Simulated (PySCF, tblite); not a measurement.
**ClH₇NPSi₂, a small molecule taken as a stand-in for a surface group (Si site with back bonds Cl, N, [PH][SiH3]): NMR shifts, core binding energies and electronic excitations, part 1 of 2**

Aim: the NMR shifts, core binding energies and electronic excitations of `N[SiH](Cl)P[SiH3]`.

Computed with tblite 0.8.0 and PySCF 2.14.0; each step states its level. No surroundings beyond the atoms listed, unless a continuum is named. Atoms count from 0, parts from 1.

## Step 1: The system as given

12 atoms, charge 0, multiplicity 1; geometry: distance geometry start.

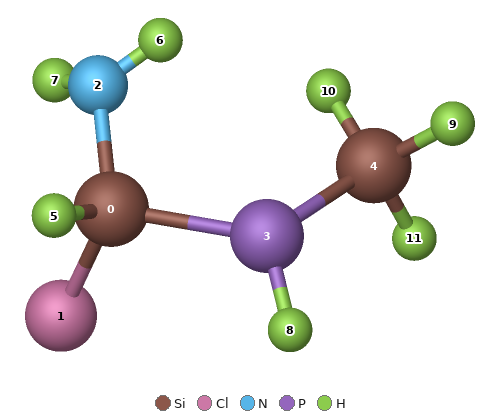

The starting geometry (silicon brown, chlorine pink, nitrogen blue, phosphorus purple, hydrogen green), atoms numbered.

## Step 2: Geometry optimisation with GFN2-xTB

Job settings and geometry (Å):

```
{"job": {"kind": "relax", "xc": "GFN2-xTB", "basis": "xTB"}, "charge": 0, "multiplicity": 1}
Si     0.254957     0.862523     1.225042
Cl     0.041843     2.908993     1.750682
N      1.681978     0.164257     2.130085
P      0.604684     0.684280    -0.921095
Si     2.681710     0.834907    -1.549888
H     -0.933992     0.135651     1.564184
H      2.379905    -0.349183     1.556987
H      2.021721     0.704936     2.902099
H     -0.322974     1.286231    -1.735514
H      2.953868    -0.165892    -2.538955
H      3.535965     0.653526    -0.465762
H      2.908037     2.123252    -2.127023
```

With the program's defaults for keys left out, this is: GFN2-xTB geometry optimisation, gas phase.

Run with:

```console
$ OMP_NUM_THREADS=1 python cluster_run.py task.json out
```

The driver reads the jobs from task.json and runs them one after another.

Standard output:

```text
step      E/eV     max force
  0    -463.96280    2.541
  1    -464.21003    1.386
  2    -464.37587    1.256
  3    -464.44860    1.067
  4    -464.53690    0.937
  5    -464.59658    0.830
  6    -464.65562    0.721
  7    -464.69189    0.515
  8    -464.71841    0.305
  9    -464.72831    0.317
 10    -464.73653    0.267
 11    -464.74582    0.342
 12    -464.75585    0.323
 13    -464.76461    0.253
 14    -464.77121    0.230
 15    -464.77717    0.315
 16    -464.78402    0.360
 17    -464.79008    0.275
 18    -464.79448    0.170
 19    -464.79800    0.163
 20    -464.80170    0.201
 21    -464.80657    0.301
 22    -464.81232    0.300
 23    -464.81735    0.198
 24    -464.82121    0.158
 25    -464.82414    0.215
 26    -464.82742    0.210
 27    -464.83016    0.143
 28    -464.83227    0.127
 29    -464.83424    0.111
 30    -464.83613    0.134
 31    -464.83742    0.092
 32    -464.83826    0.070
 33    -464.83877    0.055
 34    -464.83924    0.067
 35    -464.83967    0.058
 36    -464.84011    0.064
 37    -464.84062    0.061
 38    -464.84109    0.056
 39    -464.84141    0.046
 40    -464.84165    0.048
 41    -464.84193    0.058
 42    -464.84241    0.076
 43    -464.84320    0.092
 44    -464.84422    0.105
 45    -464.84518    0.091
 46    -464.84593    0.081
 47    -464.84663    0.086
 48    -464.84763    0.084
 49    -464.84915    0.127
 50    -464.85139    0.167
 51    -464.85420    0.163
 52    -464.85721    0.161
 53    -464.85985    0.139
 54    -464.86048    0.275
 55    -464.86227    0.081
 56    -464.86322    0.118
 57    -464.86536    0.202
 58    -464.86835    0.311
 59    -464.87232    0.246
 60    -464.87594    0.176
 61    -464.87812    0.113
 62    -464.87971    0.094
 63    -464.88057    0.095
 64    -464.88209    0.123
 65    -464.88346    0.097
 66    -464.88479    0.177
 67    -464.88585    0.083
 68    -464.88683    0.092
 69    -464.88769    0.068
 70    -464.88829    0.053
 71    -464.88867    0.059
 72    -464.88895    0.042
 73    -464.88912    0.046
 74    -464.88935    0.035
 75    -464.88955    0.039
 76    -464.88985    0.048
 77    -464.89026    0.073
 78    -464.89087    0.088
 79    -464.89150    0.070
 80    -464.89189    0.035
 81    -464.89206    0.027
 82    -464.89219    0.029
 83    -464.89239    0.038
 84    -464.89274    0.059
 85    -464.89327    0.071
 86    -464.89383    0.064
 87    -464.89428    0.063
 88    -464.89459    0.060
 89    -464.89489    0.044
 90    -464.89522    0.039
 91    -464.89553    0.038
 92    -464.89581    0.047
 93    -464.89614    0.053
 94    -464.89656    0.054
 95    -464.89706    0.051
 96    -464.89748    0.041
 97    -464.89768    0.036
 98    -464.89788    0.027
 99    -464.89795    0.028
100    -464.89809    0.033
101    -464.89826    0.029
102    -464.89845    0.031
103    -464.89860    0.033
104    -464.89867    0.024
105    -464.89871    0.019
106    -464.89875    0.015
107    -464.89879    0.015
108    -464.89882    0.020
109    -464.89885    0.021
110    -464.89890    0.019
111    -464.89896    0.019
112    -464.89904    0.028
113    -464.89912    0.029
114    -464.89918    0.021
115    -464.89923    0.013
116    -464.89926    0.017
117    -464.89929    0.018
118    -464.89933    0.020
119    -464.89937    0.023
120    -464.89943    0.025
121    -464.89951    0.028
122    -464.89960    0.028
123    -464.89967    0.022
124    -464.89971    0.013
125    -464.89974    0.013
126    -464.89977    0.018
127    -464.89982    0.021
128    -464.89985    0.015
129    -464.89987    0.014
130    -464.89989    0.010
131    -464.89990    0.013
132    -464.89993    0.014
133    -464.89995    0.017
134    -464.89997    0.015
135    -464.89998    0.011
136    -464.89999    0.011
137    -464.90001    0.009
138    -464.90002    0.009
139    -464.90003    0.010
140    -464.90004    0.013
141    -464.90006    0.012
142    -464.90008    0.012
143    -464.90011    0.014
144    -464.90014    0.021
145    -464.90017    0.023
146    -464.90021    0.018
147    -464.90026    0.022
148    -464.90032    0.024
149    -464.90039    0.025
150    -464.90045    0.032
151    -464.90051    0.032
152    -464.90058    0.023
153    -464.90067    0.032
154    -464.90078    0.032
155    -464.90087    0.031
156    -464.90095    0.047
157    -464.90105    0.035
158    -464.90116    0.039
159    -464.90129    0.032
160    -464.90134    0.023
161    -464.90138    0.022
162    -464.90140    0.018
163    -464.90142    0.012
164    -464.90144    0.008
```

It took 4.2 s on 1 thread of Arm Neoverse V2, shared host.

Along the way:

```
step  energy from step 0 (eV)  largest force (eV/Å)
   0                   0.0000                2.5407
   6                  -0.6928                0.7218
  12                  -0.7930                0.3230
  18                  -0.8317                0.1692
  24                  -0.8584                0.1577
  30                  -0.8733                0.1347
  36                  -0.8773                0.0641
  42                  -0.8796                0.0768
  48                  -0.8848                0.0842
  54                  -0.8977                0.2758
  60                  -0.9131                0.1760
  66                  -0.9220                0.1771
  72                  -0.9262                0.0420
  78                  -0.9281                0.0881
  84                  -0.9299                0.0581
  90                  -0.9324                0.0392
  96                  -0.9347                0.0410
 102                  -0.9357                0.0311
 108                  -0.9360                0.0200
 114                  -0.9364                0.0217
 120                  -0.9366                0.0248
 126                  -0.9370                0.0170
 132                  -0.9371                0.0137
 138                  -0.9372                0.0082
 144                  -0.9373                0.0203
 150                  -0.9376                0.0317
 156                  -0.9382                0.0467
 162                  -0.9386                0.0170
 164                  -0.9386                0.0081
```

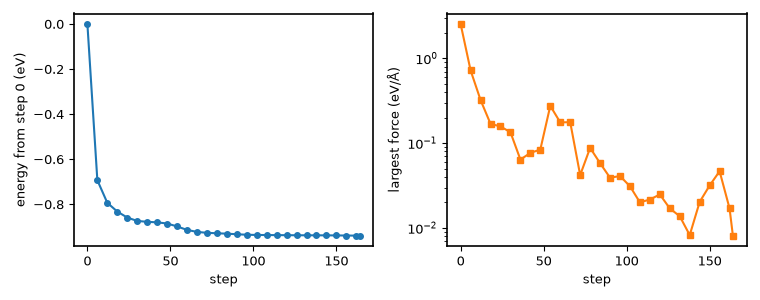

Energy and force, step by step.

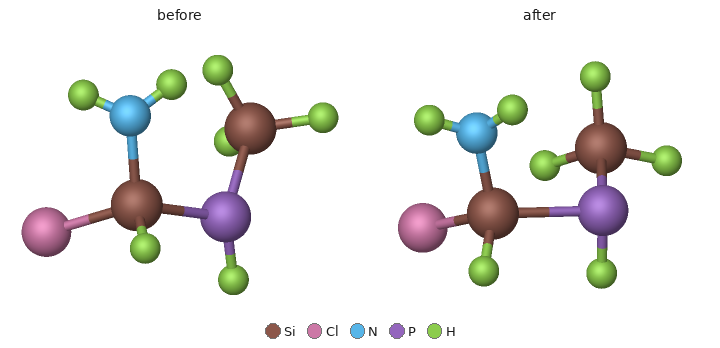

The geometry before (left) and after (right).

Close pairs (by a distance rule), those that changed most:

```
   bond  before (Å)  after (Å)  change (Å)
 Si0–N2       1.828      1.717      -0.111
Si0–Cl1       2.124      2.021      -0.103
Si4–H10       1.392      1.462      +0.070
 P3–Si4       2.175      2.234      +0.059
 Si0–P3       2.182      2.235      +0.054
Si4–H11       1.430      1.464      +0.034
  N2–H6       1.039      1.006      -0.033
 Si0–H5       1.434      1.466      +0.032
```

## Step 3: Geometry optimisation at PBE0-D3(BJ)/def2-SVP

Job settings and geometry (Å):

```
{"job": {"xc": "PBE0", "basis": "def2-SVP", "d3": "d3bj", "grid": 2, "kind": "geom", "shake": 0.01}, "charge": 0, "multiplicity": 1}
Si    -1.034410     0.066890     0.969739
Cl    -0.875988     2.099741     1.017935
N      0.153867    -0.500389     2.000636
P     -0.625109    -0.913293    -0.993505
Si     1.143097     0.147508    -1.769673
H     -2.447933    -0.178950     1.342510
H      0.441094    -1.471600     1.963067
H      0.265004    -0.146454     2.946740
H     -1.580325    -0.163911    -1.677410
H      1.219679    -0.178571    -3.173113
H      2.281718    -0.397013    -1.023983
H      1.097797     1.608457    -1.585942
```

Standard output:

```text
step   0  E = -1438.52985414  max force = 0.022524
step   1  E = -1438.53492725  max force = 0.007614
step   2  E = -1438.53540123  max force = 0.003422
step   3  E = -1438.53545434  max force = 0.001091
step   4  E = -1438.53546343  max force = 0.000635
step   5  E = -1438.53547159  max force = 0.000844
step   6  E = -1438.53548123  max force = 0.001066
step   7  E = -1438.53549204  max force = 0.000811
step   8  E = -1438.53550115  max force = 0.000338
optimisation converged
```

Wall time 63 s (1 thread of Arm Neoverse V2, shared host); peak memory 0.66 GiB.

The steps of the relaxation:

| step | energy from step 0 (eV) | largest force component (eV/Å) |
| --- | --- | --- |
| 0 | 0.0000 | 1.1582 |
| 1 | -0.1380 | 0.3915 |
| 2 | -0.1509 | 0.1760 |
| 3 | -0.1524 | 0.0561 |
| 4 | -0.1526 | 0.0327 |
| 5 | -0.1529 | 0.0434 |
| 6 | -0.1531 | 0.0548 |
| 7 | -0.1534 | 0.0417 |
| 8 | -0.1537 | 0.0174 |

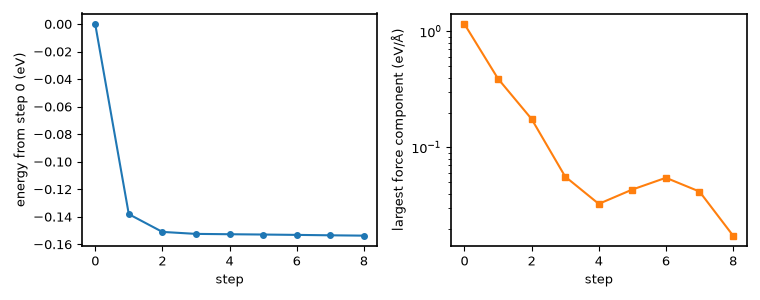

Energy and largest force along the relaxation.

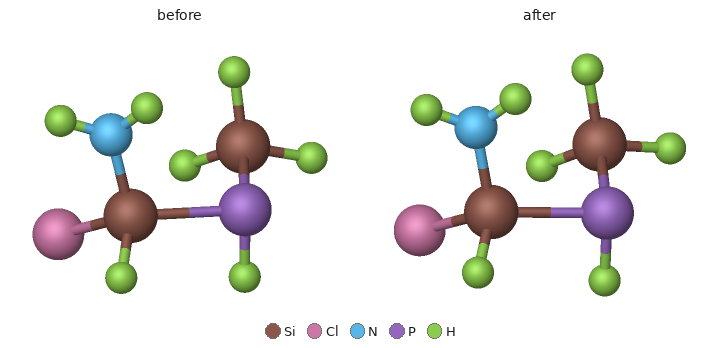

Before and after, at one scale.

Distances of close pairs at the start and the end, largest changes first:

```
   bond  before (Å)  after (Å)  change (Å)
 P3–Si4       2.203      2.264      +0.060
 Si4–H9       1.443      1.494      +0.051
Si0–Cl1       2.040      2.081      +0.041
 Si0–N2       1.672      1.713      +0.041
  P3–H8       1.393      1.428      +0.034
Si4–H10       1.466      1.492      +0.026
Si4–H11       1.473      1.492      +0.018
 Si0–P3       2.232      2.248      +0.016
```

The final coordinates are the input of the step that follows.

```csv
at the end point,value
point group (found at 0.08 Å tolerance),C1
"rotational constants (GHz, main isotopes)","2.334, 1.255, 1.063"
dipole moment (D),1.70
```

## Step 4: NMR shieldings: PBE0/pcSseg-2

Job settings and geometry (Å):

```
{"job": {"kind": "nmr", "xc": "PBE0", "basis": "pcSseg-2"}, "charge": 0, "multiplicity": 1}
Si    -1.342465     0.069801     1.333197
Cl    -1.158295     2.142236     1.330291
N     -0.085633    -0.557885     2.313302
P     -1.075783    -0.930999    -0.661828
Si     0.784650     0.173600    -1.327486
H     -2.745425    -0.158463     1.787114
H      0.282041    -1.488206     2.154795
H      0.092840    -0.222284     3.252305
H     -2.015006    -0.105184    -1.350336
H      1.013768    -0.167504    -2.763884
H      1.918130    -0.355601    -0.513705
H      0.702836     1.655341    -1.177913
```

With the program's defaults for keys left out, this is: GIAO PBE0/pcSseg-2 NMR shielding, non-relativistic, gas phase.

Standard output:

```text
coarse grid: 11904 points
cycle   1  E = -1439.0398911219  dE =  1.236e-01  |g| = 4.649e-01  |ddm| = 2.580e+00
cycle   2  E = -1439.0132439878  dE =  2.665e-02  |g| = 5.827e-01  |ddm| = 6.868e-01
cycle   3  E = -1439.0843772932  dE = -7.113e-02  |g| = 6.846e-02  |ddm| = 3.990e-01
cycle   4  E = -1439.0853032542  dE = -9.260e-04  |g| = 2.738e-02  |ddm| = 7.490e-02
cycle   5  E = -1439.0854541242  dE = -1.509e-04  |g| = 4.521e-03  |ddm| = 2.635e-02
cycle   6  E = -1439.0854576825  dE = -3.558e-06  |g| = 2.375e-03  |ddm| = 7.022e-03
final grid: 96120 points
cycle   7  E = -1439.1018796876  dE = -5.224e-05  |g| = 6.943e-03  |ddm| = 2.292e-02
cycle   8  E = -1439.1018733119  dE =  6.376e-06  |g| = 8.310e-03  |ddm| = 1.044e-02
cycle   9  E = -1439.1018881224  dE = -1.481e-05  |g| = 9.197e-04  |ddm| = 6.252e-03
cycle  10  E = -1439.1018882605  dE = -1.381e-07  |g| = 2.950e-04  |ddm| = 7.020e-04
cycle  11  E = -1439.1018882809  dE = -2.034e-08  |g| = 6.129e-05  |ddm| = 3.131e-04
cycle  12  E = -1439.1018882818  dE = -9.350e-10  |g| = 1.542e-05  |ddm| = 7.223e-05
converged SCF energy = -1439.1018882818

GIAO shielding tensors (ppm)
atom      isotropic    diamagn.    paramagn.     s11        s22        s33       span
  0 Si     337.257     876.280    -539.023    276.850    346.617    388.305    111.455
  1 Cl     866.401    1149.429    -283.028    722.284    898.523    978.395    256.110
  2 N      230.696     317.676     -86.980    192.309    242.647    257.133     64.824
  3 P      587.920     968.968    -381.048    529.885    561.077    672.797    142.912
  4 Si     420.851     879.833    -458.982    398.376    415.496    448.680     50.304
  5 H       25.018      26.973      -1.955     21.441     22.944     30.669      9.229
  6 H       30.249      31.993      -1.744     23.046     27.517     40.183     17.137
  7 H       30.226      29.880       0.346     23.015     26.364     41.299     18.284
  8 H       29.937      30.196      -0.259     25.434     26.327     38.051     12.617
  9 H       27.142      28.818      -1.677     23.601     24.741     33.083      9.482
 10 H       27.239      30.138      -2.899     23.837     25.724     32.157      8.319
 11 H       26.635      29.750      -3.115     22.133     26.989     30.783      8.650
```

It took 42 s on 1 thread of Arm Neoverse V2, shared host; peak memory 1.3 GiB.

The references, computed at this level on geometries of the same kind, shield at (ppm): 1H TMS 31.25, 29Si TMS 341.3, 15N NH3 261.7, 31P H3PO4 296.6, 35Cl HCl 941. Their shielding less the atom's gives the shift. The references are single molecules in the gas phase, so shifts against H2O, NH3, PH3, H3PO4 or CFCl3 are not on the usual liquid scales and can be off by tens of ppm.

```
atoms                               environment  σ (ppm)  δ (ppm)
   H5  hydrogen on a silicon bonded to Cl, N, P    25.02     6.23
  H11         hydrogen on a silicon bonded to P    26.64     4.61
   H9         hydrogen on a silicon bonded to P    27.14     4.10
  H10         hydrogen on a silicon bonded to P    27.24     4.01
   H8   hydrogen on a phosphorus bonded to 2 Si    29.94     1.31
   H7       hydrogen on a nitrogen bonded to Si    30.23     1.02
   H6       hydrogen on a nitrogen bonded to Si    30.25     1.00
  Si0             silicon bonded to Cl, N, P, H    337.3      4.0
  Si4                  silicon bonded to P, 3 H    420.9    -79.6
  Cl1                     chlorine bonded to Si      866       74
   N2                nitrogen bonded to Si, 2 H    230.7     31.0
   P3              phosphorus bonded to 2 Si, H    587.9   -291.4
```

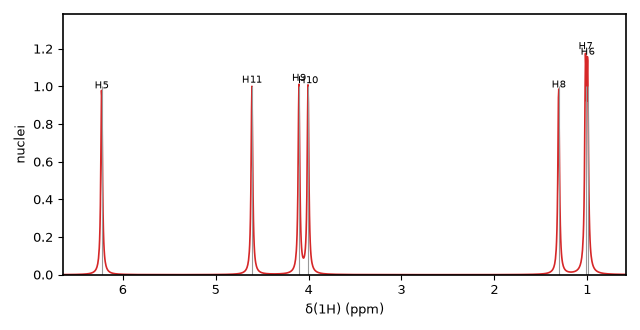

1H lines at the computed shifts, without couplings. Lines are broadened to a width of 0.02 ppm (Lorentzian).

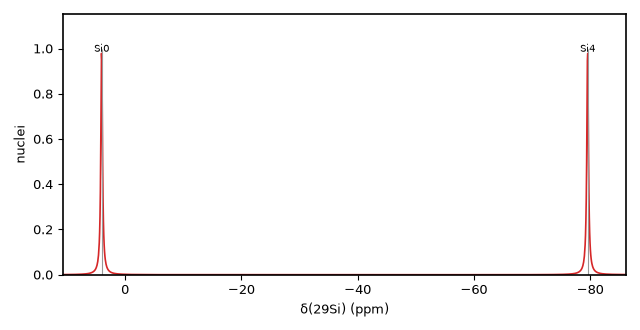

29Si lines at the computed shifts, without couplings. Lines are broadened to a width of 0.33 ppm (Lorentzian).

The run also stored atomic charges by several schemes (e):

```csv
atoms,Mulliken,IAO,Hirshfeld,ESP fit
Si0,0.66,0.90,0.33,0.50
Cl1,-0.29,-0.34,-0.13,-0.20
N2,-0.59,-0.87,-0.32,-0.95
P3,-0.23,-0.24,-0.07,-0.30
Si4,0.43,0.42,0.24,0.29
```

Hirshfeld charges:

| atom | value (e) |
| --- | --- |
| Si0 | 0.33 |
| Cl1 | -0.13 |
| N2 | -0.32 |
| P3 | -0.07 |
| Si4 | 0.24 |
| H5 | -0.08 |
| H6 | 0.12 |
| H7 | 0.13 |
| H8 | 0.00 |
| H9 | -0.07 |
| H10 | -0.07 |
| H11 | -0.07 |

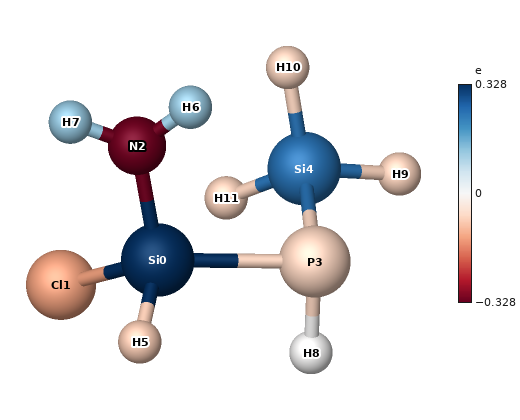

Hirshfeld charges, as colours on the atoms.

Mayer bond orders: Si0–Cl1 1.00, Si0–N2 1.01, Si0–P3 0.99, P3–Si4 0.94.

(Continued in part 2 of 2.)
